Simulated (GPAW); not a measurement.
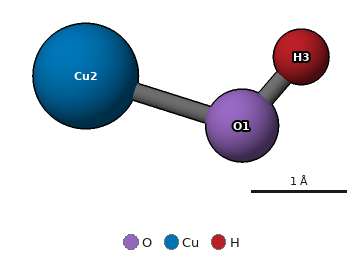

Figure 1. The structure as given in the input (ball-and-stick view, seen on its broad side; atoms are numbered from 1 in the order of the input). Sticks mark near contacts.

## Molecular dynamics, with input and output: CuHO

System: CuHO, SMILES [OH][Cu].
Method: RPBE/plane waves, dispersion D3(BJ), scalar-relativistic datasets (GPAW 26.7.0).

The geometry comes from this level: GFN2-xTB.

**The input (calc.py)**
```python
import numpy as np
from ase import Atoms, units
from ase.calculators.mixing import SumCalculator
from ase.md.velocitydistribution import MaxwellBoltzmannDistribution, Stationary, ZeroRotation
from ase.md.verlet import VelocityVerlet
from ase.units import Bohr
from dftd3.ase import DFTD3
from gpaw import GPAW, PW

# Geometry
positions_bohr = np.array(
              [[ -0.582130,  -0.731891,  -0.412282],
               [  2.185317,   0.025152,   1.203585],
               [ -1.603187,   0.706739,  -0.791304]])
system = Atoms(['O', 'Cu', 'H'], positions=positions_bohr * Bohr)
system.center(vacuum=3.0)
system.pbc = True

# GPAW settings
calc = GPAW(mode=PW(450),
            xc='RPBE',
            occupations={'name': 'fermi-dirac', 'width': 0.02},
            maxiter=150,
            symmetry='off',
            txt='gs.txt')
system.calc = SumCalculator([DFTD3(method='RPBE', damping='d3bj'), calc])

rng = np.random.default_rng(814)
MaxwellBoltzmannDistribution(system, temperature_K=100, rng=rng)
Stationary(system)
ZeroRotation(system)
dyn = VelocityVerlet(system, timestep=0.5 * units.fs, trajectory='md.traj', logfile='-')
dyn.run(20)
```

Launch command:
```bash
python calc.py > calc.log
```

**The program's output**
```
DeprecationWarning: Use thermalize_momenta
  warnings.warn('Periodic boundary conditions are ignored '
Time[ps]      Etot[eV]     Epot[eV]     Ekin[eV]    T[K]
0.0000         -10.3574     -10.3854       0.0280    72.1
0.0005         -10.3575     -10.3885       0.0309    79.8
0.0010         -10.3577     -10.3934       0.0357    92.1
0.0015         -10.3578     -10.3975       0.0397   102.3
0.0020         -10.3579     -10.3988       0.0410   105.7
0.0025         -10.3578     -10.3971       0.0393   101.4
0.0030         -10.3576     -10.3935       0.0359    92.5
0.0035         -10.3575     -10.3901       0.0326    84.1
0.0040         -10.3574     -10.3889       0.0315    81.2
0.0045         -10.3575     -10.3910       0.0336    86.5
0.0050         -10.3575     -10.3962       0.0387    99.7
0.0055         -10.3577     -10.4032       0.0455   117.3
0.0060         -10.3578     -10.4099       0.0520   134.2
0.0065         -10.3579     -10.4142       0.0564   145.4
0.0070         -10.3579     -10.4153       0.0575   148.2
0.0075         -10.3577     -10.4136       0.0559   144.2
0.0080         -10.3576     -10.4113       0.0538   138.7
0.0085         -10.3575     -10.4110       0.0535   138.0
0.0090         -10.3575     -10.4142       0.0567   146.2
0.0095         -10.3576     -10.4205       0.0629   162.1
0.0100         -10.3578     -10.4277       0.0699   180.3
```

**Trajectory as extended XYZ (Å, eV, eV/Å), 21 frames, from step=0 to step=20**
```
3
Properties=species:S:1:pos:R:3:forces:R:3 step=0 time_fs=0.0 energy=-10.38539 temperature=72.1
O     3.5403    3.0000    3.2006   -0.3429  -1.4761  -0.2952
Cu    5.0048    3.4006    4.0556    0.8666   0.3706   0.5234
H     3.0000    3.7613    3.0000   -0.5111   1.1502  -0.1517
3
Properties=species:S:1:pos:R:3:forces:R:3 step=1 time_fs=0.5 energy=-10.38850 temperature=79.8
O     3.5391    3.0000    3.1999   -0.4040  -1.3422  -0.3103
Cu    5.0052    3.4006    4.0559    0.8189   0.3700   0.4973
H     2.9918    3.7591    2.9952   -0.4018   1.0170  -0.1085
3
Properties=species:S:1:pos:R:3:forces:R:3 step=2 time_fs=1.0 energy=-10.39344 temperature=92.1
O     3.5379    2.9998    3.1992   -0.5449  -1.1001  -0.3555
Cu    5.0057    3.4007    4.0562    0.7691   0.3689   0.4699
H     2.9827    3.7593    2.9901   -0.2102   0.7765  -0.0336
3
Properties=species:S:1:pos:R:3:forces:R:3 step=3 time_fs=1.5 energy=-10.39753 temperature=102.3
O     3.5365    2.9994    3.1985   -0.7322  -0.7949  -0.4190
Cu    5.0062    3.4008    4.0564    0.7176   0.3669   0.4414
H     2.9730    3.7614    2.9850    0.0312   0.4738   0.0609
3
Properties=species:S:1:pos:R:3:forces:R:3 step=4 time_fs=2.0 energy=-10.39885 temperature=105.7
O     3.5351    2.9989    3.1977   -0.9318  -0.4758  -0.4869
Cu    5.0067    3.4008    4.0567    0.6639   0.3637   0.4116
H     2.9634    3.7646    2.9800    0.2861   0.1569   0.1611
3
Properties=species:S:1:pos:R:3:forces:R:3 step=5 time_fs=2.5 energy=-10.39709 temperature=101.4
O     3.5335    2.9984    3.1968   -1.1100  -0.1833  -0.5464
Cu    5.0072    3.4009    4.0570    0.6085   0.3588   0.3806
H     2.9545    3.7682    2.9754    0.5219  -0.1336   0.2544
3
Properties=species:S:1:pos:R:3:forces:R:3 step=6 time_fs=3.0 energy=-10.39350 temperature=92.5
O     3.5318    2.9978    3.1958   -1.2439   0.0548  -0.5878
Cu    5.0078    3.4010    4.0574    0.5513   0.3516   0.3483
H     2.9469    3.7714    2.9714    0.7145  -0.3686   0.3310
3
Properties=species:S:1:pos:R:3:forces:R:3 step=7 time_fs=3.5 energy=-10.39013 temperature=84.1
O     3.5298    2.9972    3.1947   -1.3163   0.2236  -0.6048
Cu    5.0084    3.4012    4.0577    0.4926   0.3417   0.3149
H     2.9410    3.7738    2.9682    0.8483  -0.5303   0.3846
3
Properties=species:S:1:pos:R:3:forces:R:3 step=8 time_fs=4.0 energy=-10.38894 temperature=81.2
O     3.5277    2.9966    3.1936   -1.3211   0.3134  -0.5930
Cu    5.0090    3.4013    4.0580    0.4309   0.3297   0.2795
H     2.9371    3.7749    2.9659    0.9140  -0.6091   0.4112
3
Properties=species:S:1:pos:R:3:forces:R:3 step=9 time_fs=4.5 energy=-10.39101 temperature=86.5
O     3.5253    2.9961    3.1924   -1.2590   0.3162  -0.5543
Cu    5.0096    3.4014    4.0584    0.3717   0.3136   0.2449
H     2.9353    3.7746    2.9646    0.9102  -0.6015   0.4104
3
Properties=species:S:1:pos:R:3:forces:R:3 step=10 time_fs=5.0 energy=-10.39620 temperature=99.7
O     3.5228    2.9957    3.1910   -1.1269   0.2399  -0.4870
Cu    5.0103    3.4016    4.0588    0.3104   0.2946   0.2090
H     2.9358    3.7728    2.9643    0.8361  -0.5090   0.3811
3
Properties=species:S:1:pos:R:3:forces:R:3 step=11 time_fs=5.5 energy=-10.40317 temperature=117.3
O     3.5201    2.9953    3.1896   -0.9239   0.0809  -0.3897
Cu    5.0109    3.4018    4.0592    0.2485   0.2755   0.1725
H     2.9383    3.7698    2.9649    0.6963  -0.3319   0.3265
3
Properties=species:S:1:pos:R:3:forces:R:3 step=12 time_fs=6.0 energy=-10.40985 temperature=134.2
O     3.5173    2.9949    3.1882   -0.6741  -0.1449  -0.2729
Cu    5.0116    3.4019    4.0595    0.1878   0.2516   0.1362
H     2.9424    3.7660    2.9663    0.5012  -0.0854   0.2495
3
Properties=species:S:1:pos:R:3:forces:R:3 step=13 time_fs=6.5 energy=-10.41425 temperature=145.4
O     3.5143    2.9944    3.1867   -0.3837  -0.4209  -0.1405
Cu    5.0122    3.4021    4.0599    0.1271   0.2274   0.0998
H     2.9477    3.7620    2.9682    0.2679   0.2123   0.1572
3
Properties=species:S:1:pos:R:3:forces:R:3 step=14 time_fs=7.0 energy=-10.41532 temperature=148.2
O     3.5113    2.9939    3.1852   -0.0818  -0.7158  -0.0040
Cu    5.0129    3.4023    4.0603    0.0678   0.2019   0.0640
H     2.9537    3.7585    2.9706    0.0223   0.5299   0.0600
3
Properties=species:S:1:pos:R:3:forces:R:3 step=15 time_fs=7.5 energy=-10.41365 temperature=144.2
O     3.5083    2.9934    3.1837    0.1971  -0.9874   0.1231
Cu    5.0136    3.4025    4.0607    0.0103   0.1760   0.0292
H     2.9597    3.7563    2.9731   -0.2024   0.8247  -0.0291
3
Properties=species:S:1:pos:R:3:forces:R:3 step=16 time_fs=8.0 energy=-10.41134 temperature=138.7
O     3.5053    2.9926    3.1822    0.4180  -1.1894   0.2269
Cu    5.0142    3.4027    4.0611   -0.0450   0.1504  -0.0043
H     2.9652    3.7561    2.9755   -0.3710   1.0484  -0.0963
3
Properties=species:S:1:pos:R:3:forces:R:3 step=17 time_fs=8.5 energy=-10.41098 temperature=138.0
O     3.5024    2.9917    3.1807    0.5517  -1.2775   0.2958
Cu    5.0149    3.4030    4.0615   -0.0981   0.1257  -0.0366
H     2.9699    3.7583    2.9777   -0.4542   1.1576  -0.1304
3
Properties=species:S:1:pos:R:3:forces:R:3 step=18 time_fs=9.0 energy=-10.41417 temperature=146.2
O     3.4996    2.9906    3.1793    0.5827  -1.2251   0.3250
Cu    5.0156    3.4032    4.0619   -0.1488   0.1007  -0.0676
H     2.9735    3.7634    2.9796   -0.4380   1.1278  -0.1262
3
Properties=species:S:1:pos:R:3:forces:R:3 step=19 time_fs=9.5 energy=-10.42049 temperature=162.1
O     3.4968    2.9893    3.1779    0.5219  -1.0386   0.3172
Cu    5.0162    3.4034    4.0623   -0.1965   0.0796  -0.0962
H     2.9760    3.7711    2.9811   -0.3308   0.9581  -0.0878
3
Properties=species:S:1:pos:R:3:forces:R:3 step=20 time_fs=10.0 energy=-10.42771 temperature=180.3
O     3.4942    2.9878    3.1766    0.3900  -0.7422   0.2825
Cu    5.0169    3.4036    4.0627   -0.2423   0.0578  -0.1240
H     2.9777    3.7811    2.9825   -0.1554   0.6790  -0.0239
```

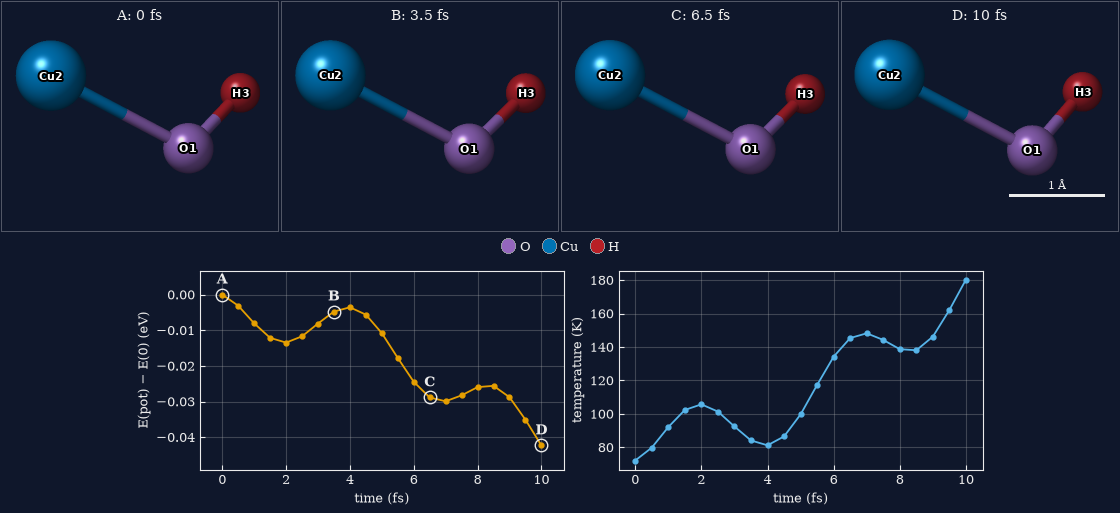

Figure 2. Frames of the molecular dynamics (ball-and-stick, seen at a tilt) above the curves, on which the letters mark them. The trajectory kept here has 21 frames over 10 fs. The temperature starts at 72 K, ranges from 72 to 180 K and averages 141 K over the second half. The potential energy ends 0.042 eV below its first value. After an unweighted best fit of the last frame on the first, the root-mean-square displacement is 0.03 Å.

**Results in brief**

- outcome: finished
- mean temperature over the second half: 141 K
- trajectory: 21 frames kept, 10 fs
- hardware: 1 thread of Arm Neoverse V2, 24 GiB of memory available, shared host
- wall time: 36 s
- peak memory: 0.21 GiB

**Remarks**

So short a trajectory is not equilibrated.
